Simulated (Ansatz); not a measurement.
H$_{5}$PSi···SiH$_{4}$

```yaml
atoms:
  - { symbol: Si, position_ang: [-0.6974, 0.1696, -0.7602] }
  - { symbol: Si, position_ang: [0.1697, -0.5387, 3.6417] }
  - { symbol: H, position_ang: [0.0248, -1.1485, 4.9909] }
  - { symbol: H, position_ang: [1.4280, -1.0192, 3.0104] }
  - { symbol: H, position_ang: [0.2084, 0.9433, 3.7660] }
  - { symbol: H, position_ang: [-0.0070, 0.8192, 0.3912] }
  - { symbol: H, position_ang: [-0.4627, 0.9905, -1.9800] }
  - { symbol: H, position_ang: [-0.1097, -1.1819, -0.9705] }
  - { symbol: P, position_ang: [-2.9290, -0.0669, -0.4853] }
  - { symbol: H, position_ang: [-2.8293, -0.6082, 0.8274] }
  - { symbol: H, position_ang: [-3.1356, 1.2617, -0.0191] }
  - { symbol: H, position_ang: [-0.9909, -0.9332, 2.7967] }
```

The calculation used RKS PBE0/6-31G* in Ansatz 0.2.0.

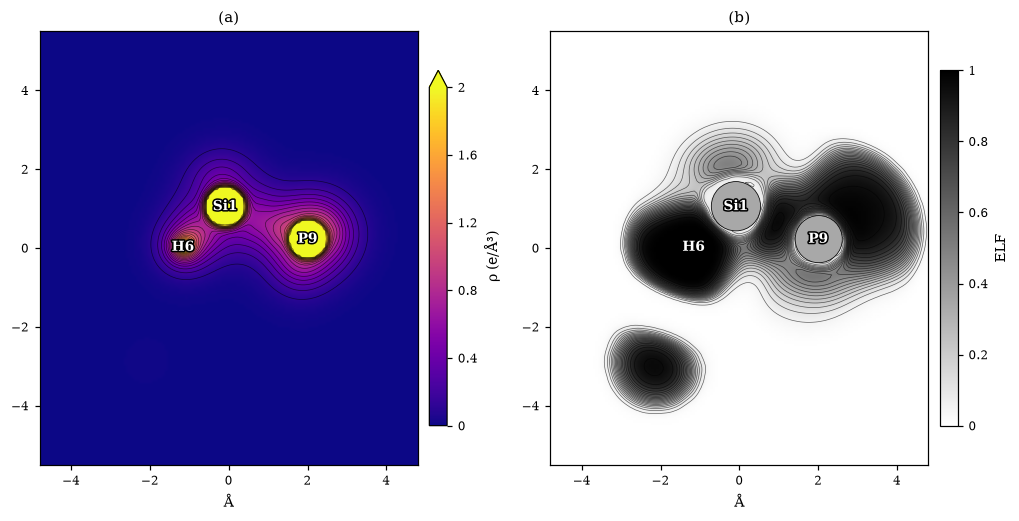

Figure 1. (a) electron density; (b) ELF on the plane of atoms H6, Si1 and P9. Grey discs cover the atomic cores in the ELF map.

### What do the fields say about this system?

- The plane passes through Si, H and P nuclei.
- Si–P (2.26 Å): the density is about 0.71 e/Å³ at the midpoint; the ELF peaks at about 0.95 between the atoms; a shared electron pair.
- Si–H (1.49 Å): the density is about 0.77 e/Å³ at the midpoint; the ELF climbs to about 1 towards the hydrogen, as it does in any bond to H.
- The ELF also peaks beside P9, away from the bonds: lone-pair regions.

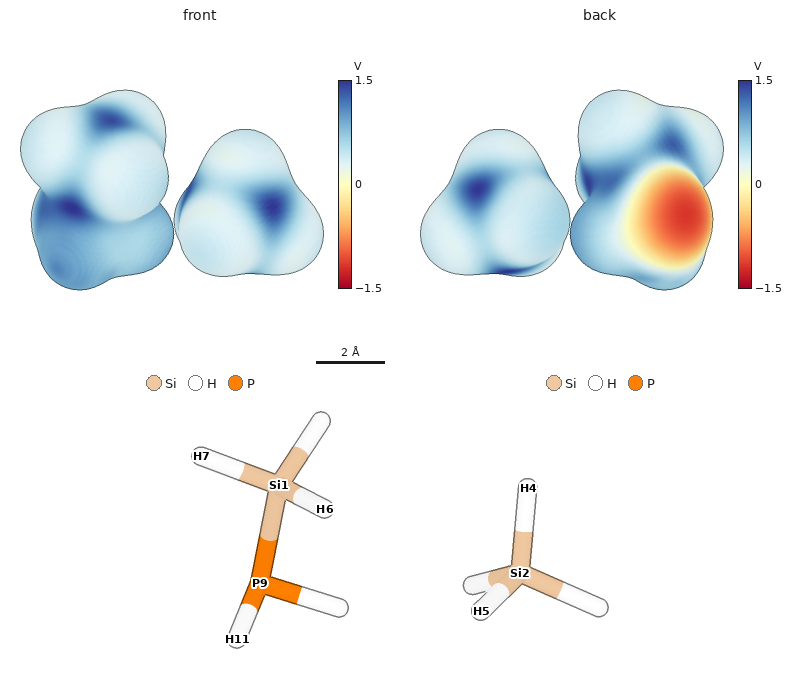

Figure 2. The molecular electrostatic potential painted on the density surface at 0.004 e/bohr³, seen from the front and from behind; red is negative and blue positive. The bare structure is drawn below in the same view.

### Where is the surface potential most negative and most positive?

The most negative region (about −1.1 V) lies over P9, the most positive (about +1.5 V) over Si1 and Si2.

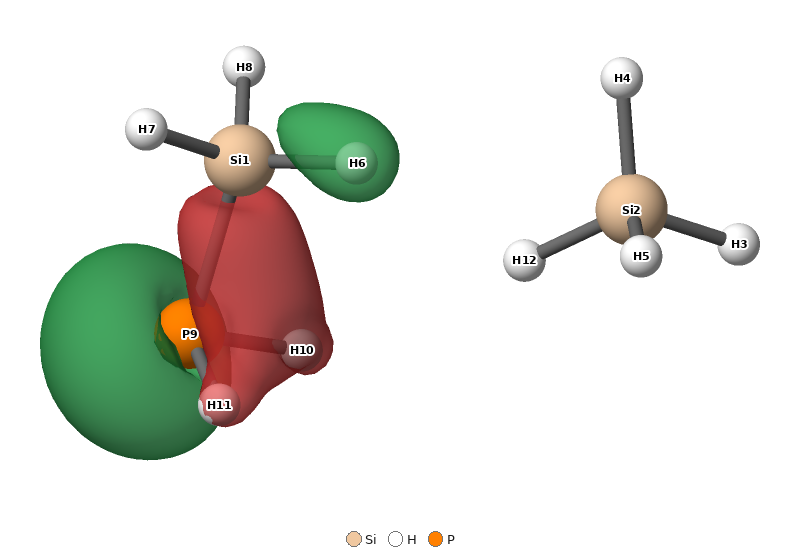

Figure 3. The HOMO at ±0.15 Å⁻³ᐟ² (green and red are the two phases), seen at a tilt.

### Where does this orbital lie, and at what energy?

By Hirshfeld shares it lies mainly on P9 (about 75 %) and Si1 (about 15 %); largely a lone pair of P9. Its energy is −7.50 eV.
